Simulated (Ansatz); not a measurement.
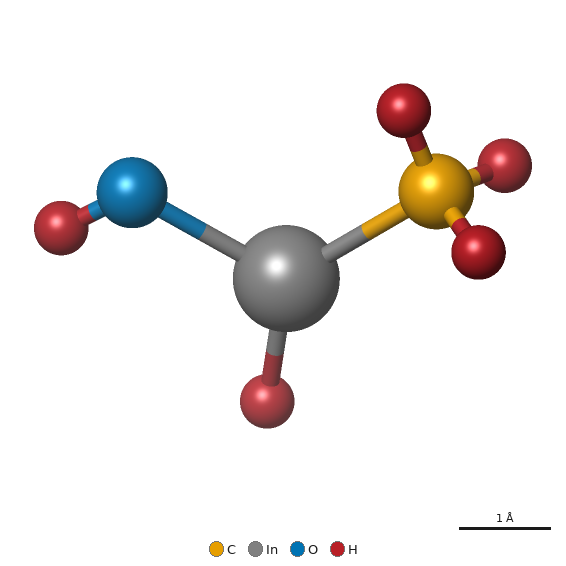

Ball-and-stick drawing of a structure.

Count the atoms of each element.

Answer. CH₅InO, 8 atoms: 1 carbon, 5 hydrogen, 1 indium and 1 oxygen.

Count the bonded pairs by element.

Answer. 3 C–H, 1 C–In, 1 In–O, 1 O–H, 1 In–H. Sticks follow a distance rule.

More results for the same structure follow; atom numbers are the same in all pictures, views and colours differ. Computed geometry: PBE0-D4/def2-TZVP optimisation. No frequency run is at hand to confirm it as a minimum.

Geometry

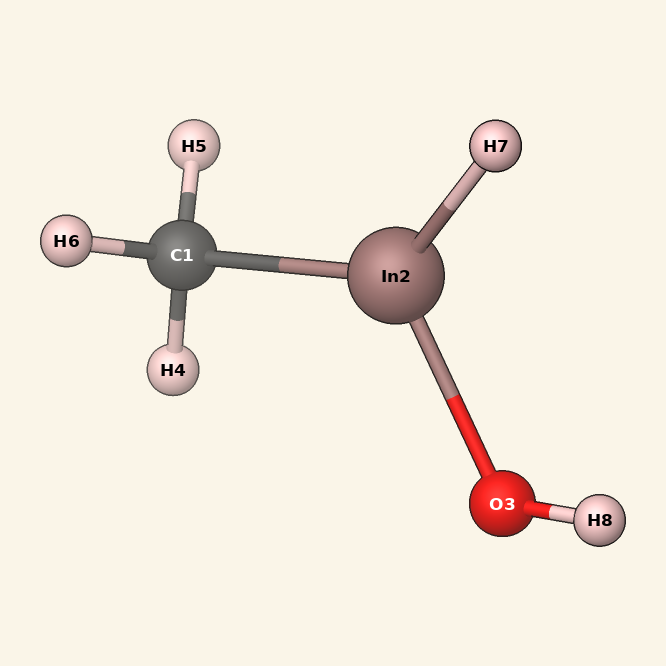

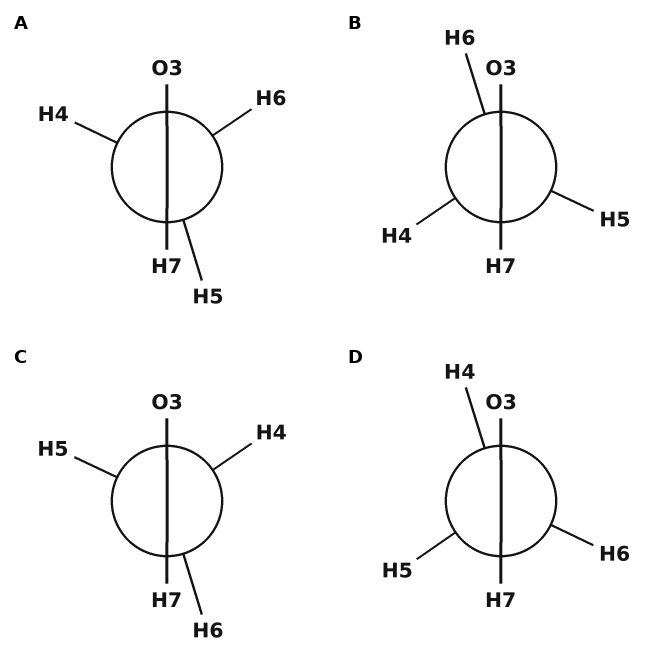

Depth is shown by fading: the farther an atom, the more it takes the colour of the background. Bonds that would overlap in a projection are set slightly apart. No frequency run is at hand to confirm it as a minimum.

Which Newman projection shows the view along In2–C1, with In2 in front?

Answer. D. The torsion angle O3–In2–C1–H4 is −4°, synperiplanar (eclipsed).

Dipole moment

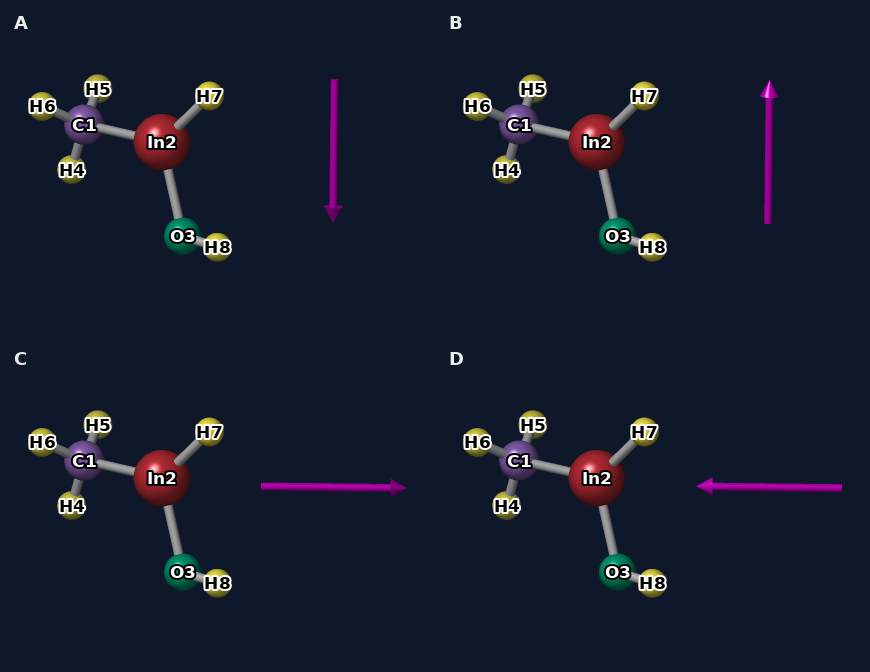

The same molecule four times, each with an arrow. No frequency run is at hand to confirm it as a minimum. Properties computed with RKS PBE0-D4/def2-TZVP, core potentials on In (Ansatz 0.2.0).

Which arrow points along the dipole moment, from the negative to the positive end?

Answer. B. The dipole moment is 1.84 D; it points from the side of O3, H8 to the side of H7 (the outermost atoms at the two ends).

Electronic properties

No frequency run is at hand to confirm it as a minimum. Method: RKS PBE-D4/def2-TZVPP, core potentials on In (Ansatz 0.2.0).

Estimate the dispersion correction.

Answer. −10.8 kJ/mol.

Charges

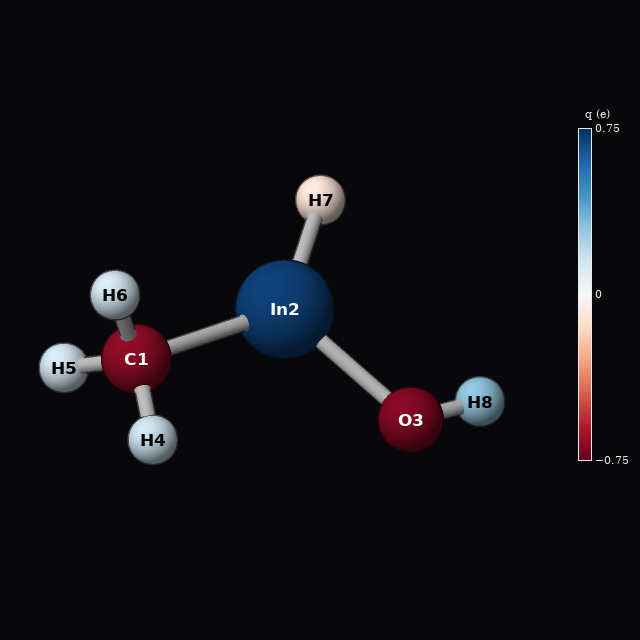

Atoms are coloured by their Mulliken charges. No frequency run is at hand to confirm it as a minimum. Properties computed with RKS PBE0-D4/def2-TZVP, core potentials on In (Ansatz 0.2.0).

Which atom carries the highest charge (most positive or least negative)?

Answer. In2 (0.70 e).

And the lowest?

Answer. O3 (−0.69 e).

Give the Mulliken charges atom by atom.

```csv
atom,value (e)
C1,−0.67
In2,0.70
O3,−0.69
H4,0.16
H5,0.14
H6,0.14
H7,−0.09
H8,0.30
```

Mulliken values depend strongly on the basis set and can even reverse the polarity of a bond.
